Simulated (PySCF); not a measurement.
**CH6NSi− (SMILES CN[SiH2-]), step by step**

Aim: a geometry optimisation (HF-D4/6-31G**), then the harmonic vibrations, then the energy (DF-CCSD(T)/6-311G**), then quasiparticle levels (G0W0@HFLYP/ma-def2-SVP) of CH6NSi−. Input form: a Python script.

The calculation is run with PySCF 2.14.0.

## Step 1: The structure to begin with

The species is CH6NSi− (9 atoms), meant as a singlet with charge -1. SMILES: `CN[SiH2-]`. All atoms were displaced at random from a relaxed shape. The run starts from this shape.

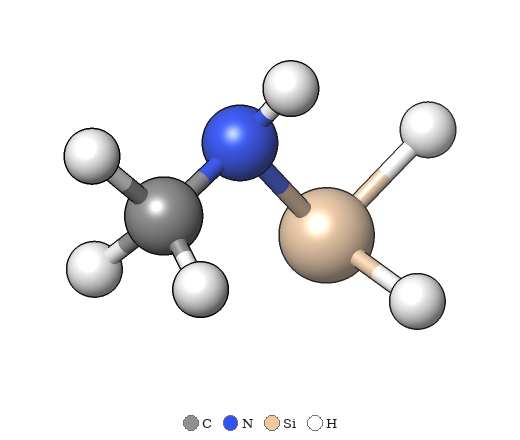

Viewed from a chosen angle; carbon grey, nitrogen blue, silicon light orange, hydrogen white.

## Step 2: A geometry optimisation at HF-D4/6-31G(d,p) (density fitting with cc-pvqz-jkfit, Cartesian functions) (run 1)

Input file job.py:

```python
# CN[SiH2-]
from pyscf import gto
from pyscf.geomopt.geometric_solver import kernel as optimise

mol = gto.Mole()
mol.atom = '''
C   -0.369967   0.773459  -0.694120
N    0.378680  -0.254044  -0.437902
Si  -0.358337  -1.244923   0.891406
H   -1.434490   0.484316  -0.970727
H    0.009459   1.420880  -1.690076
H   -0.547245   1.462052   0.045802
H    1.278402  -0.103467  -0.322698
H    0.933229  -2.091100   1.167904
H   -0.066104  -0.419868   2.050639
'''
mol.max_memory = 1860
mol.verbose = 4
mol.charge = -1
mol.cart = True
mol.basis = '6-31g**'
mol.spin = 0
mol.build()

myscf = mol.RHF()
myscf = myscf.density_fit(auxbasis='cc-pvqz-jkfit')
myscf.disp = 'd4'
converged, mol_eq = optimise(myscf, maxsteps=100, convergence_set='GAU_TIGHT')
print('converged:', converged)
print(mol_eq.tostring())

myscf.reset(mol_eq)
mol = mol_eq
myscf.kernel()
energy = myscf.e_tot
print(f'total energy: {energy:.8f} hartree')
```

On the command line:

```
$ OMP_NUM_THREADS=1 python job.py
```

Log:

```text
PySCF version 2.14.0

[... 74 lines left out ...]
> Convergence Criteria:
[... 68 lines left out ...]
converged SCF energy = -384.668115377583
[... 139 lines left out ...]
converged SCF energy = -384.712630501365
[... 203 lines left out ...]
converged SCF energy = -384.713434288137
[... 201 lines left out ...]
converged SCF energy = -384.713491932751
[... 193 lines left out ...]
converged SCF energy = -384.713497958593
[... 185 lines left out ...]
converged SCF energy = -384.713498137852
[... 175 lines left out ...]
converged SCF energy = -384.71349814746
[... 67 lines left out ...]
converged SCF energy = -384.713498147461
total energy: -384.71349815 hartree
```

Wall time 28 s (1 thread of Arm Neoverse V2, shared host); peak memory 0.23 GiB.

The path in brief:

| step | energy from the first frame kept (eV) | largest force (eV/Å) |
| --- | --- | --- |
| 0 | 0.0000 | 8.9614 |
| 1 | -1.1356 | 2.4984 |
| 2 | -1.2113 | 0.7356 |
| 3 | -1.2265 | 0.2835 |
| 4 | -1.2308 | 0.0723 |
| 5 | -1.2332 | 0.1360 |
| 6 | -1.2340 | 0.1214 |
| 7 | -1.2345 | 0.0486 |
| 8 | -1.2348 | 0.0396 |
| 9 | -1.2349 | 0.0327 |
| 10 | -1.2349 | 0.0184 |
| 11 | -1.2349 | 0.0046 |
| 12 | -1.2349 | 0.0041 |
| 13 | -1.2349 | 0.0040 |
| 14 | -1.2349 | 0.0024 |
| 15 | -1.2349 | 0.0006 |
| 16 | -1.2349 | 0.0001 |
| 17 | -1.2349 | 0.0001 |

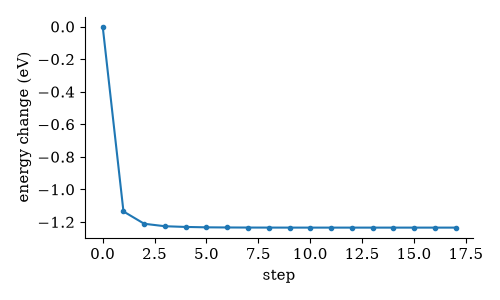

Energy along the run.

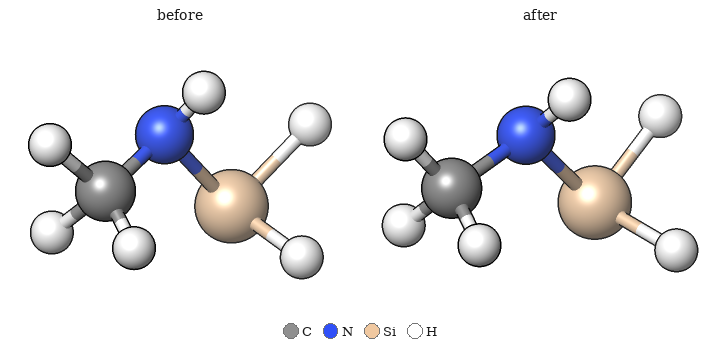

Before and after, at one scale.

After the run. Bond lengths: C1–N2 1.435 Å, N2–Si3 1.829 Å, C1–H4 1.087 Å, C1–H5 1.095 Å, C1–H6 1.100 Å, N2–H7 1.000 Å, Si3–H8 1.538 Å, Si3–H9 1.558 Å. Some angles: C1–N2–Si3 117.4°, C1–N2–H7 109.7°, Si3–N2–H7 112.9°, N2–C1–H4 109.3°, N2–C1–H5 112.0°, N2–C1–H6 115.0°, N2–Si3–H8 96.4°, N2–Si3–H9 100.2°, H4–C1–H5 107.2°, H4–C1–H6 106.4°.

## Step 3: Vibrational wavenumbers at HF-D4/6-31G(d,p) (density fitting with cc-pvqz-jkfit, Cartesian functions) (run 2)

Input file job.py:

```python
from pyscf import gto, symm
from pyscf.hessian import thermo

mol = gto.M(
    atom='''
C     -0.281305     1.336554    -1.021883
N      0.519339     0.236616    -0.564696
Si    -0.179520    -0.821756     0.753781
H     -1.278415     0.977625    -1.265022
H      0.129011     1.794391    -1.928550
H     -0.413541     2.149505    -0.293183
H      1.444401     0.555757    -0.357330
H      1.014096    -1.786336     0.850668
H      0.241765    -0.007895     2.013947
''',
    spin=0,
    charge=-1,
    basis='6-31g**',
    verbose=4,
    cart=True,
    max_memory=1860,
)

myscf = mol.RHF()
myscf = myscf.density_fit(auxbasis='cc-pvqz-jkfit')
myscf.disp = 'd4'
myscf.kernel()

energy = myscf.e_tot
print('E = %.10f Eh' % energy)
hess = myscf.Hessian().kernel()
modes = thermo.harmonic_analysis(mol, hess)
thermo.dump_normal_mode(mol, modes)
symm.geom.TOLERANCE = 1e-3  # for the symmetry number
th = thermo.thermo(myscf, modes['freq_au'], 298.15, 101325)
thermo.dump_thermo(mol, th)
```

On the command line:

```
$ OMP_NUM_THREADS=1 python job.py
```

Log:

```text
PySCF version 2.14.0

[... 67 lines left out ...]
converged SCF energy = -384.713498147459
[... 4 lines left out ...]
WARN: DFTD4 does not support analytical Hessian, using finite difference.
[... 1 line left out ...]
WARN: Mole.unit (angstrom) is changed to Bohr
[... 423 lines left out ...]
Gibbs free energy [Eh] -384.66828
```

Wall time 60 s (1 thread of Arm Neoverse V2, shared host); peak memory 0.66 GiB.

## Step 4: A single-point energy at DF-CCSD(T)/6-311G(d,p) (run 3)

Input file input.py:

```python
# CN[SiH2-]
from pyscf import gto, scf, cc

system = gto.M(
    atom='''
C     -0.433772     0.846870    -0.816050
N      0.366872    -0.253068    -0.358863
Si    -0.331987    -1.311440     0.959614
H     -1.430882     0.487941    -1.059189
H     -0.023456     1.304707    -1.722717
H     -0.566008     1.659821    -0.087350
H      1.291934     0.066073    -0.151497
H      0.861629    -2.276020     1.056501
H      0.089298    -0.497579     2.219780
''',
    charge=-1,
    basis='6-311g**',
    max_memory=1860,
    verbose=3,
    spin=0,
)

calc0 = scf.RHF(system)
calc0.kernel()

mycc = cc.CCSD(calc0).density_fit()
mycc.kernel()
e_t = mycc.ccsd_t()
energy = mycc.e_tot + e_t
print('Final energy', energy)
```

On the command line:

```
$ OMP_NUM_THREADS=1 python input.py
```

Log:

```text
converged SCF energy = -384.732368265262
KeyError: '6311gststrifit'
```

It took 1.7 s on 1 thread of Arm Neoverse V2, shared host; peak memory 0.2 GiB.

The job stopped with an error part of the way.

## Step 5: Quasiparticle levels at G0W0@HFLYP/ma-def2-SVP (density fitting with cc-pvqz-jkfit) (run 4)

Input file input.py:

```python
# CN[SiH2-]
from pyscf import gto, dft, gw

system = gto.M(
    atom='''
C   -0.433772   0.846870  -0.816050
N    0.366872  -0.253068  -0.358863
Si  -0.331987  -1.311440   0.959614
H   -1.430882   0.487941  -1.059189
H   -0.023456   1.304707  -1.722717
H   -0.566008   1.659821  -0.087350
H    1.291934   0.066073  -0.151497
H    0.861629  -2.276020   1.056501
H    0.089298  -0.497579   2.219780
''',
    charge=-1,
    basis='ma-def2-svp',
    max_memory=1860,
    verbose=3,
)

ks = dft.RKS(system, xc='hflyp')
ks = ks.density_fit(auxbasis='cc-pvqz-jkfit')
ks.kernel()

e_tot = ks.e_tot
print('E(%s) = %.9f' % ('HFLYP', e_tot))

nocc = system.nelec[0]
orbs = list(range(max(0, nocc - 3), min(system.nao, nocc + 3)))
mygw = gw.GW(ks, freq_int='ac')
mygw.orbs = orbs
mygw.kernel()
print('orbital   mean field (eV)   quasiparticle (eV)')
for p in orbs:
    print('%4d %12.4f %12.4f' % (p + 1, ks.mo_energy[p] * 27.211386, mygw.mo_energy[p] * 27.211386))
```

On the command line:

```
$ OMP_NUM_THREADS=1 python input.py
```

Log:

```text
converged SCF energy = -385.716231627588
E(HFLYP) = -385.716231628

WARN: GW QP energies may not be sorted from min to max

orbital   mean field (eV)   quasiparticle (eV)
  15      -7.1883      -5.3944
  16      -5.4166      -3.4684
  17      -2.4648      -1.4735
  18       4.9056       5.0185
  19       5.5541       5.6671
  20       5.8194       5.9695
```

Wall time 11 s (1 thread of Arm Neoverse V2, shared host); peak memory 0.36 GiB.

## Step 6: What came out

| quantity | value |
| --- | --- |
| run 1, HF-D4/6-31G**: total energy at the end | -384.71350 Eh |
| run 1, HF-D4/6-31G**: HOMO energy | -1.44 eV |
| run 1, HF-D4/6-31G**: LUMO energy | 9.49 eV |
| run 1, HF-D4/6-31G**: HOMO–LUMO gap (to an unbound level, set by the basis) | 10.93 eV |
| run 1, HF-D4/6-31G**: dispersion energy | -72.05 kJ/mol |
| run 2, HF-D4/6-31G**: lowest harmonic wavenumber | 142 cm⁻¹ |
| run 2, HF-D4/6-31G**: highest harmonic wavenumber | 3753 cm⁻¹ |
| run 2, HF-D4/6-31G**: zero-point energy | 189.7 kJ/mol |
| run 2, HF-D4/6-31G**: ideal-gas entropy at 298.15 K (symmetry number 1 as used) | 69.2 cal/(mol K) |
| run 4, G0W0@HFLYP/ma-def2-SVP: ground-state or mean-field energy | -385.71623 Eh |
| run 4, G0W0@HFLYP/ma-def2-SVP: HOMO energy (HFLYP Kohn–Sham orbitals) | -2.46 eV |
| run 4, G0W0@HFLYP/ma-def2-SVP: LUMO energy (HFLYP Kohn–Sham orbitals) | 4.91 eV |
| run 4, G0W0@HFLYP/ma-def2-SVP: HOMO–LUMO gap (to an unbound level, set by the basis) | 7.37 eV |
| run 4, G0W0@HFLYP/ma-def2-SVP: quasiparticle HOMO | -1.47 eV |
| run 4, G0W0@HFLYP/ma-def2-SVP: quasiparticle LUMO | 5.02 eV |
| run 3, DF-CCSD(T)/6-311G** | no result (refused) |

In words: The optimisation (run 1, HF-D4/6-31G**) took 17 steps and changed the energy by -1.235 eV. All 21 modes (run 2, HF-D4/6-31G**) are real, so the shape is a minimum at this level. Mulliken charges (run 4, G0W0@HFLYP/ma-def2-SVP) of the mean-field density run from -0.88 on N2 to +0.38 on H7; they depend strongly on the basis. 1 of the 4 runs did not end normally.
